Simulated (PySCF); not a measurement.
Consider C$_{6}$H$_{17}$AlS (SMILES C[S+](C)[AlH2-][C](C)(C)C).

Input file:

```
{"job": {"kind": "nmr", "xc": "PBE0", "basis": "pcSseg-1"}, "charge": 0, "multiplicity": 1}
C     -3.095837    -1.453462     0.334964
S     -1.845700    -0.252178     0.837289
C     -2.505330     1.250227     0.085207
Al    -0.041869    -0.906943    -0.738593
C      1.547537     0.081701    -0.031754
C      2.647747     0.010150    -1.095408
C      2.041211    -0.572630     1.259343
C      1.208713     1.548321     0.238175
H     -2.749893    -2.434660     0.684652
H     -3.190187    -1.472613    -0.760320
H     -4.057786    -1.207387     0.805385
H     -2.604411     1.116623    -1.001135
H     -1.783402     2.051988     0.287418
H     -3.470780     1.501050     0.545935
H     -0.757103    -0.341985    -2.071229
H     -0.148291    -2.489811    -0.469457
H      2.338695     0.479757    -2.044799
H      3.563676     0.535030    -0.756948
H      2.941782    -1.029643    -1.320531
H      1.275140    -0.551737     2.053691
H      2.934099    -0.050861     1.657832
H      2.321006    -1.627680     1.104951
H      0.473608     1.657818     1.055527
H      0.801830     2.055435    -0.653806
H      2.107932     2.116023     0.550260
```

Launched as:

```sh
OMP_NUM_THREADS=1 python probes_run.py task.json out
```

Geometry: PBE0-D3(BJ)/def2-SVP.

Theory: PBE0/pcSseg-1, SCF density, gas phase, non-relativistic (PySCF).

**What can the converged electron density and electron localisation function tell about the bonding?**

C–S (1.81 Å): ρ at the midpoint is about 1.3 e/Å³; the ELF peaks at about 0.95 between the atoms: a shared electron pair.
Al–S (2.48 Å): the density is about 0.4 e/Å³ at the midpoint; the ELF peaks at about 0.95 between the atoms, as expected for a shared but strongly polarised pair.
C–H (1.10 Å): the density is about 2 e/Å³ at the midpoint; the ELF climbs to about 1 towards the hydrogen, as it does in any bond to H; a covalent bond by its length.

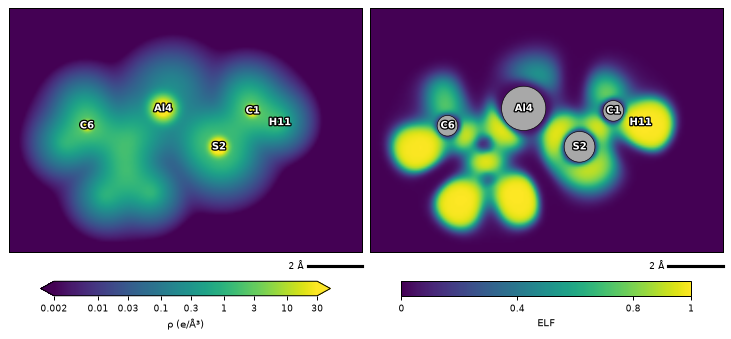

Computed electron density and electron localisation function on the plane of atoms C1, S2 and Al4, in this order. Grey discs cover the atomic cores in the ELF map. 
